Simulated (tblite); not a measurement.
Potential energy surface of H3Si (anion, charge -1), singlet: map of symmetric stretch and umbrella angle. Scanned: Si-H bond length and angle between the Si-H bonds and the threefold axis (90 = planar).

Cartesian coordinates as functions of the variables (Å; names that start with a are angles):
```
Si  0  0  0
H  r*sin(a)*cos(0*2*pi/3+0)  r*sin(a)*sin(0*2*pi/3+0)  0+r*cos(a)
H  r*sin(a)*cos(1*2*pi/3+0)  r*sin(a)*sin(1*2*pi/3+0)  0+r*cos(a)
H  r*sin(a)*cos(2*2*pi/3+0)  r*sin(a)*sin(2*2*pi/3+0)  0+r*cos(a)
```

Level of theory: GFN2-xTB, 300 K electronic temperature run with tblite.

Energy in eV above the lowest grid point; x is the Si-H bond length (Å), y the angle between the Si-H bonds and the threefold axis (90 = planar) (°).

| y \ x | 1.36 | 1.45 | 1.52 | 1.59 | 1.66 | 1.73 | 1.80 | 1.87 | 1.93 |
|---|---|---|---|---|---|---|---|---|---|
| 130 | 24.387 | 23.801 | 23.649 | 23.648 | 23.731 | 23.857 | 23.977 | 24.072 | 24.213 |
| 127.20 | — | 23.540 | 23.423 | 23.449 | 23.552 | 23.693 | 23.824 | 23.926 | 24.071 |
| 123.20 | — | 23.284 | 23.214 | 23.274 | 23.403 | 23.561 | 23.703 | 23.812 | 23.961 |
| 119.20 | — | 23.138 | 23.117 | 23.209 | 23.361 | 23.535 | 23.686 | 23.800 | 23.948 |
| 115.20 | 2.517 | 23.072 | 23.109 | 23.238 | 23.413 | 23.602 | 23.762 | 23.879 | 24.025 |
| 111.20 | 1.764 | 3.500 | 23.169 | 23.344 | 23.548 | 23.754 | 23.922 | 24.042 | 24.184 |
| 107.20 | — | 2.954 | 23.268 | 23.508 | 23.752 | 23.982 | 24.162 | 24.284 | 24.419 |
| 103.20 | 0.662 | 2.522 | — | 23.701 | 24.008 | 24.275 | 24.474 | 24.601 | 24.728 |
| 99.20 | — | — | 3.529 | — | 24.273 | 24.612 | 24.850 | 24.990 | 25.109 |
| 95.20 | 0.100 | 2.004 | 3.341 | 4.523 | 24.460 | 24.924 | 25.266 | 25.444 | 25.561 |
| 90 | 0.000 | 1.911 | 3.253 | — | — | 25.073 | 25.576 | 26.045 | 26.268 |

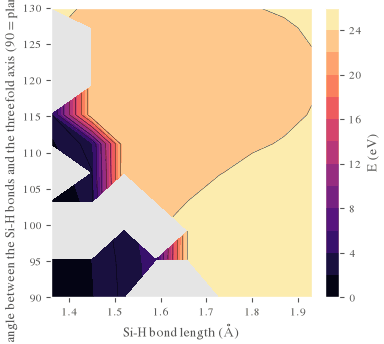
Figure. Energy surface, cut off at 25 eV.

Points that lie below all their neighbours on the grid (none is named beside a point without a result): x = 1.36, y = 90 on the edge of the grid (0.000 eV).

Dashes: no converged value, or the column stops at the first point that the program doubted or that broke a chosen test of continuity, which isn't proof of a fault.
